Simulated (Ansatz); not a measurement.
The starting structures come from a database of crystals and need not be the phases stable at ambient conditions.

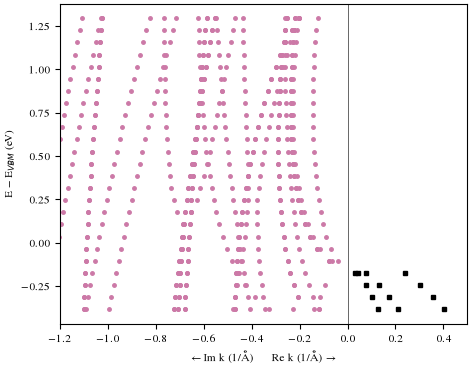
Figure: Complex bands at the centre of the two-dimensional zone; Ansatz (a quantum-chemistry and plane-wave program) with r2SCAN

No gap correction and no spin-orbit coupling; mid-gap values are interpolated between computed energies.

Problem. This is Ba4As2O (I4/mmm, not sure to be the ambient phase, 7 atoms a cell, 33.6 Å³ an atom) along the normal of (110). Read off the slowest decay at the centre of the two-dimensional zone at 0.53 eV, the computed energy nearest the middle of the gap.

Solution. κ ≈ 0.14 1/Å, a decay length 1/(2κ) of the density of 3.6 Å.
